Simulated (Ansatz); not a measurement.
**Si: response to strain**

Aim: deform Si (zz strain of +1 %) and compute stress, forces and field gradients with LAPW, PAW and all-electron datasets made for the crystal.

Computed with Ansatz 0.2.0 (DFT LDA, scalar-relativistic, unless a step's input says otherwise).

### Step 1. The structure to begin with

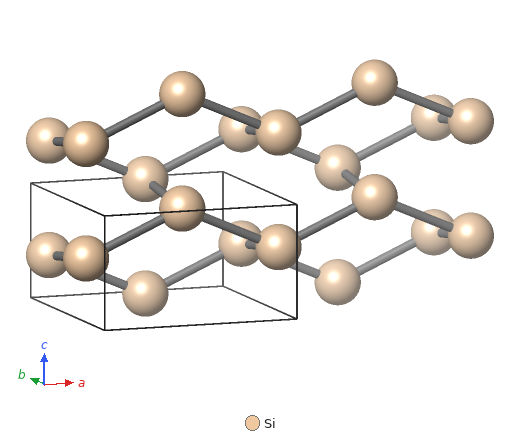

The starting structure, seen slightly off an axis (silicon light orange). 2×1×2 cells are drawn. The cell drawn here is the conventional one.

As a file:

```
Si
1.0
    -2.25100    2.36850    1.27500
     2.25100   -2.36850    1.27500
     2.25100    2.36850   -1.27500
Si
2
Direct
  0.80700 0.55700 0.25000
  0.19300 0.44300 0.75000
```

Atoms are numbered in the order of the input: Si1, Si2.

### Step 2. After the deformation

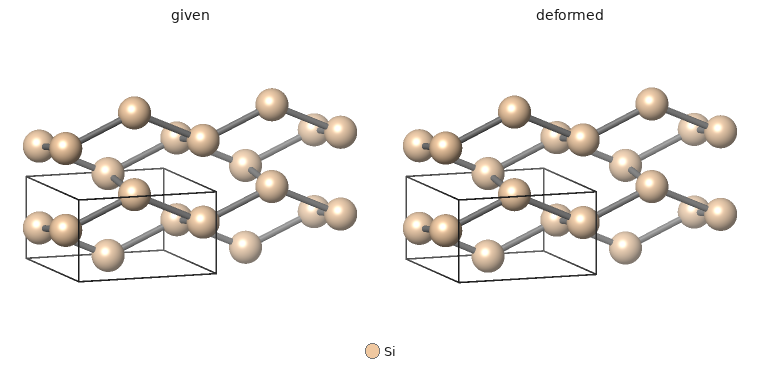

Given and deformed, at one scale.

Space group Imma before, Imma after.

### Step 3. All-electron LAPW

Input file input.yaml:

```yaml
crystal:
  lattice:
    - [-2.251, 2.3685, 1.28775]
    - [2.251, -2.3685, 1.28775]
    - [2.251, 2.3685, -1.28775]
  atoms:
    - { symbol: Si, position: [0.807, 0.557, 0.25] }
    - { symbol: Si, position: [0.193, 0.443, 0.75] }
kpoints:
  mp_grid: { grid: [16, 16, 16] }
  band_path:
    path:
      - [0.0, 0.0, 0.0]
      - [0.5, -0.5, 0.5]
      - [0.4758105458, -0.4758105458, 0.5241894542]
      - [-0.4758105458, 0.4758105458, 0.4758105458]
      - [0.0, 0.0, 0.0]
      - [0.3239020265, 0.3239020265, -0.3239020265]
      - [0.6760979735, -0.3239020265, 0.3239020265]
      - [0.5, -0.5, 0.5]
      - [0.0, 0.0, 0.0]
    npoints: 5
scf:
  occupations: { method: fermi_dirac, width: 0.05 }
hamiltonian:
  xc: lda
  pseudopotentials: { kind: all_electron, lapw: { basis_error: 0.0005 } }
output:
  forces: true
  stress: true
  eigenvalues: true
```

Run with:

```
$ ansatz run input.yaml --threads 1 --pin off --max-ram 3072MiB --backend cpu --events-out ev --progress --plain --runs-dir out
```

Output, shortened:

```text
LAPW: plane waves up to 7.824 Å⁻¹, error target 5.0e-4 eV per atom; small_component_spin mean_spin; Si in spheres of 1.193 Å, 12 of its electrons in bands, Dirac shells []
[...]
Pseudopotentials: kind: all_electron
Pseudopotential: Si, LAPW, valence charge 12, Koelling and Harmon's equation, gaussian nucleus
Functional definition: SPW92
[...]
Crystal: 2 atoms, lattice volume = 27.463 Å³
Basis set: ecut = 233.25519046786087 eV, 219 PW (Γ), FFT grids on a1+a2, a2, a3, exchange–correlation at level 2
Bands: 16, of which v1, the nominal top of the filled ones, is band 12 counted from 1 (11 counted from 0)
Symmetry: 8 space group operations
Space group: Imma (ITA 74), of the structure as read, at distance tolerance 3.0e-5 Å
k-points: 621 of 4096
[...]
SCF iter   1: F=—  HF=-15729.910355 eV  |F-HF|=—  |Δ(HF+E_count)|=         —  Δρ=2.49e-2  dr2=9.46e-2  ethr=3.94e-4  ⟨swp⟩=2.9  Hψ=70900  notcnv=0
[...]
the basis was enlarged: its passes take 54.8 KiB over the memory plan, 1 of 1 planned eigensolver slots
[...]
SCF iter   6: F=-15729.882738 eV  HF=-15729.882738 eV  |F-HF|=3.44e-10  |Δ(HF+E_count)|=   2.81e-8  Δρ=1.75e-6  dr2=7.05e-10  ethr=4.34e-10  ⟨swp⟩=2.0  Hψ=26172  notcnv=0
[...]
NSCF: frozen V_eff on 41 k-points
SCF converged after 6 iterations
Free energy (F): -15729.882738 eV
[...]
E sigma→0 (E₀):  -15729.879645 eV
Entropy (-TS):   -0.006187 eV (-3.093 meV/atom)
Fermi energy:    12.725396 eV
[...]
--- Forces (eV/Å), atoms counted from 1 ---
  atom   1  Si     0.00000000     0.00000000     0.02702378
  atom   2  Si     0.00000000     0.00000000    -0.02702378
[...]
--- Stress (GPa, compression-positive) ---
        8.477061       0.000000       0.000000
        0.000000      11.579099       0.000000
        0.000000       0.000000       7.886943
  P = ⅓ Tr σ = 9.3144 GPa (93.144 kbar)
--- Band table (eV; the first three rows and the last of 621) ---
  k-point 0: bands = ["-120.5851", "-120.5793", "-77.4460", "-77.4422", "-77.4410", "-77.4309", "-77.4134", "-77.3896", "-1.9282", "9.8840", "10.3369", "11.1523", "13.9611", "20.5158", "21.8477", "22.4287"]
[...]
```

It took 25 s on 1 thread of Intel Xeon 6975P-C (Granite Rapids), shared host; peak memory 0.74 GiB.

Read from it: pressure 9.31 GPa; no gap; largest force 0.027 eV/Å.

### Step 4. Frozen-core PAW

Input file input.yaml:

```yaml
crystal:
  lattice:
    - [-2.251, 2.3685, 1.28775]
    - [2.251, -2.3685, 1.28775]
    - [2.251, 2.3685, -1.28775]
  atoms:
    - { symbol: Si, position: [0.807, 0.557, 0.25] }
    - { symbol: Si, position: [0.193, 0.443, 0.75] }
kpoints:
  mp_grid: { grid: [16, 16, 16] }
scf:
  occupations: { method: fermi_dirac, width: 0.05 }
hamiltonian:
  xc: lda
  pseudopotentials: { kind: paw }
output:
  forces: true
  stress: true
  eigenvalues: true
  efg: { contact_densities: true }
```

Run with:

```
$ ansatz run input.yaml --threads 1 --pin off --max-ram 3072MiB --backend cpu --events-out ev --progress --plain --runs-dir out
```

Output, shortened:

```text
[...]
Pseudopotentials: kind: paw
Pseudopotential: Si, paw, valence charge 4, recommended cutoff 420 eV (normal)
[... 1 set-up line as earlier in the session ...]
[...]
Crystal: 2 atoms, lattice volume = 27.463 Å³
Basis set: ecut = 420 eV, 537 PW (Γ)
Bands: 8, of which v1, the nominal top of the filled ones, is band 4 counted from 1 (3 counted from 0)
[... 2 set-up lines as earlier in the session ...]
k-points: 621 of 4096
[...]
SCF iter   1: F=—  HF=-1216.817373 eV  |F-HF|=—  |Δ(HF+E_count)|=         —  Δρ=5.44e-3  dr2=7.20e-3  ethr=1.77e-3  ⟨swp⟩=5.1  Hψ=40573  notcnv=0
[...]
SCF iter   6: F=-1216.813849 eV  HF=-1216.813849 eV  |F-HF|=5.00e-12  |Δ(HF+E_count)|=  9.56e-10  Δρ=3.64e-7  dr2=1.32e-11  ethr=4.09e-11  ⟨swp⟩=1.5  Hψ=15884  notcnv=0
[...]
SCF converged after 6 iterations
Free energy (F): -1216.813849 eV
[...]
Entropy (-TS):   -0.006189 eV (-3.094 meV/atom)
Fermi energy:    10.917623 eV
[...]
--- Forces (eV/Å), atoms counted from 1 ---
  atom   1  Si     0.00000000     0.00000000     0.02615273
  atom   2  Si     0.00000000     0.00000000    -0.02615273
[...]
--- Stress (GPa, compression-positive) ---
        8.505814       0.000000       0.000000
        0.000000      11.636902       0.000000
        0.000000       0.000000       7.898551
  P = ⅓ Tr σ = 9.3471 GPa (93.471 kbar)
--- PAW observables at the nuclei: V_zz in 10²¹ V/m², potentials from the cell's mean, atoms counted from 1 ---
  atom   1  Si V_zz =    -2.695179   η = 0.3296   by run symmetry: allowed
            electrostatic potential = -1363.681228 V   contact ρ = 12695.352410 e/Å³
  atom   2  Si V_zz =    -2.695179   η = 0.3296   by run symmetry: allowed
            electrostatic potential = -1363.681228 V   contact ρ = 12695.352410 e/Å³
--- Band table (eV; the first three rows and the last of 621) ---
  k-point 0: bands = ["-3.7358", "8.0774", "8.5311", "9.3448", "12.1482", "18.7048", "20.0388", "20.6194"]
[...]
```

It took 4.1 s on 1 thread of Intel Xeon 6975P-C (Granite Rapids), shared host; peak memory 0.46 GiB.

In short: pressure 9.35 GPa; no gap; largest force 0.026 eV/Å; Vzz Si1 -2.70 (η = 0.33) (10²¹ V/m²).

### Step 5. Datasets made for this crystal

Changes to input.yaml since step 4:

```diff
@@ -14,3 +14,3 @@
   xc: lda
-  pseudopotentials: { kind: paw }
+  pseudopotentials: { kind: all_electron, datasets: crystal }
 output:
```

Run with:

```
$ ansatz run input.yaml --threads 1 --pin off --max-ram 3072MiB --backend cpu --events-out ev --progress --plain --runs-dir out
```

Output, shortened:

```text
[...]
[... 1 set-up line as earlier in the session ...]
Pseudopotential: Si, paw, valence charge 12, recommended cutoff 200 eV (normal), Koelling and Harmon's equation, gaussian nucleus
[... 1 set-up line as earlier in the session ...]
[...]
Crystal: 2 atoms, lattice volume = 27.463 Å³
Basis set: ecut = 200 eV, 167 PW (Γ)
Bands: 8, of which v1, the nominal top of the filled ones, is band 4 counted from 1 (3 counted from 0)
[... 2 set-up lines as earlier in the session ...]
k-points: 621 of 4096
[...]
SCF iter   1: F=—  HF=-15729.810354 eV  |F-HF|=—  |Δ(HF+E_count)|=         —  Δρ=2.82e-2  dr2=1.22e-1  ethr=1.41e-3  ⟨swp⟩=4.1  Hψ=35615  notcnv=0
[...]
SCF iter   6: F=-15729.882972 eV  HF=-15729.882972 eV  |F-HF|=1.60e-9  |Δ(HF+E_count)|=   4.55e-8  Δρ=2.84e-6  dr2=2.19e-9  ethr=2.24e-10  ⟨swp⟩=3.4  Hψ=10468  notcnv=0  defer=3
[...]
--- Forces (eV/Å), atoms counted from 1 ---
  atom   1  Si     0.00000000     0.00000000     0.02695338
  atom   2  Si     0.00000000     0.00000000    -0.02695338
[...]
--- Stress (GPa, compression-positive) ---
        8.475052       0.000000       0.000000
        0.000000      11.576089       0.000000
        0.000000       0.000000       7.884437
  P = ⅓ Tr σ = 9.3119 GPa (93.119 kbar)
  It holds what live shells' own plane waves past their cutoff add
--- PAW observables at the nuclei: V_zz in 10²¹ V/m², potentials from the cell's mean, atoms counted from 1 ---
  atom   1  Si V_zz =    -2.675684   η = 0.3273   by run symmetry: allowed
            electrostatic potential = -1360.434953 V   contact ρ = 12704.163729 e/Å³
  atom   2  Si V_zz =    -2.675684   η = 0.3273   by run symmetry: allowed
            electrostatic potential = -1360.434953 V   contact ρ = 12704.163729 e/Å³
--- Band table (eV; the first three rows and the last of 621) ---
  k-point 0: bands = ["-1.9282", "9.8841", "10.3368", "11.1524", "13.9610", "20.5159", "21.8476"]
[...]
```

Run time: 9.2 s. Hardware: 1 thread of Intel Xeon 6975P-C (Granite Rapids), shared host; peak memory 0.51 GiB.

Result: pressure 9.31 GPa; no gap; largest force 0.027 eV/Å; Vzz Si1 -2.68 (η = 0.33) (10²¹ V/m²).

### Step 6. Side by side

Stress (GPa, compression positive):

```
          method    xx     yy    zz    yz    xz    xy
            LAPW  8.48  11.58  7.89  0.00  0.00  0.00
             PAW  8.51  11.64  7.90  0.00  0.00  0.00
crystal datasets  8.48  11.58  7.88  0.00  0.00  0.00
```

Forces (eV/Å):

```
atom  LAPW x  LAPW y  LAPW z  PAW x  PAW y   PAW z  crystal datasets x  crystal datasets y  crystal datasets z
 Si1   0.000   0.000   0.027  0.000  0.000   0.026               0.000               0.000               0.027
 Si2   0.000   0.000  -0.027  0.000  0.000  -0.026               0.000               0.000              -0.027
```

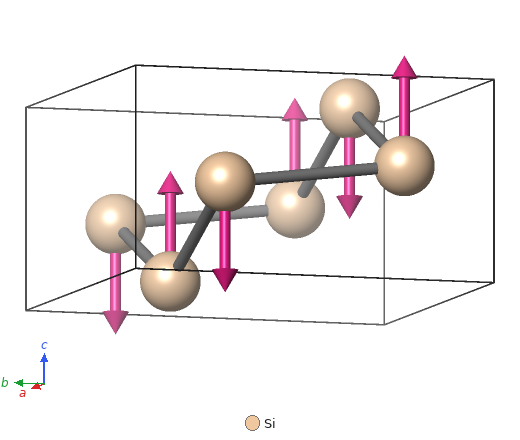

Forces of the LAPW run as arrows; the longest is 0.027 eV/Å.

| method | pressure (GPa) | largest force (eV/Å) | Vzz Si1 (10²¹ V/m²) | SCF cycles, all passes |
| --- | --- | --- | --- | --- |
| LAPW | 9.31 | 0.027 | – | 6 |
| PAW | 9.35 | 0.026 | -2.70 | 6 |
| crystal datasets | 9.31 | 0.027 | -2.68 | 6 |

### Step 7. Outcome

```
                                 quantity                                           value
                                 pressure  LAPW 9.31, PAW 9.35, crystal datasets 9.31 GPa
largest shear or deviatoric stress (LAPW)                                        2.26 GPa
```

What this shows: The largest part of the stress beyond the pressure is 2.26 GPa in size, in the yy component; the atoms are carried along and not relaxed. No run of the undeformed cell stands beside it, so the pressure holds what the given cell had before the change. PAW: stress within 0.06 GPa of LAPW, forces within 1 meV/Å. Crystal datasets: stress within 0.01 GPa of LAPW, forces within 1 meV/Å.
